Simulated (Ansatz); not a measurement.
## A small benchmark: atomisation enthalpy at 298 K

8 molecules holding an element from Na to Cl; the atomisation enthalpy at 298 K in kJ/mol, computed less measured. Shapes, held fixed at every level: PBE0-D4/def2-TZVP. Flexible molecules stand in one conformer, not always the lowest. Thermal terms are harmonic and unscaled (PBE0-D4/def2-TZVP); the spin-orbit lowering of the free atoms is taken from their spectra. Programs: Ansatz 0.2.0. Measured values: Active Thermochemical Tables, CRC Handbook of Chemistry and Physics, NIST-JANAF tables.

Levels: A = HF/def2-TZVPP; B = PBE-D4/def2-TZVPP; C = MP2/def2-SVP.

| molecule | from tabulated heats | A | B | C |
| --- | --- | --- | --- | --- |
| CHNS (isothiocyanic acid) | 1557 | -637 | +117 | -73 |
| CHCl2F (SMILES FC(Cl)Cl) | 1541 | -545 | +83 | -68 |
| SiCl4 (silicon tetrachloride) | 1598 | -433 | +26 | -114 |
| C2H2Cl4 (1,1,2,2-tetrachloroethane) | 2504 | -851 | +118 | -109 |
| C2H6OS (dimethyl sulfoxide) | 3419 | -1073 | +88 | -271 |
| C3H6S (thietane) | 3675 | -1024 | +90 | -163 |
| Si(CH3)3Cl (chlorotrimethylsilane) | 5037 | -1227 | +41 | -253 |
| C4H10OS (diethyl sulfoxide) | 5779 | -1683 | +126 | -339 |

**Question.** Sum up the errors.

**Answer.** 
```
            level                 kind  mean error  mean absolute error  worst case
    HF/def2-TZVPP         Hartree–Fock      -934.1                934.1     C4H10OS
PBE-D4/def2-TZVPP                  GGA       +86.1                 86.1     C4H10OS
     MP2/def2-SVP  perturbation theory      -173.8                173.8     C4H10OS
```

On this set PBE-D4/def2-TZVPP has the smallest mean absolute error and HF/def2-TZVPP the largest. HF/def2-TZVPP is too low in 8 of 8; PBE-D4/def2-TZVPP is too high in 8 of 8; MP2/def2-SVP is too low in 8 of 8. The heats of C2H2Cl4, Si(CH3)3Cl come from older tables and can be uncertain by 10 kJ/mol or more. For HF/def2-TZVPP and MP2/def2-SVP the error grows with the size of the molecule. Hartree–Fock lacks correlation and underbinds. Correlated wave functions converge slowly with the basis. The set is small.

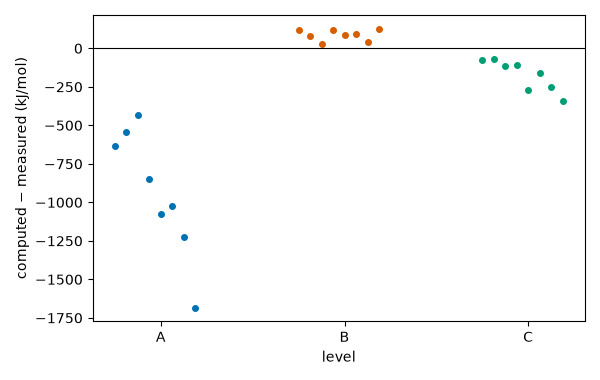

Errors of each level, one point a molecule.
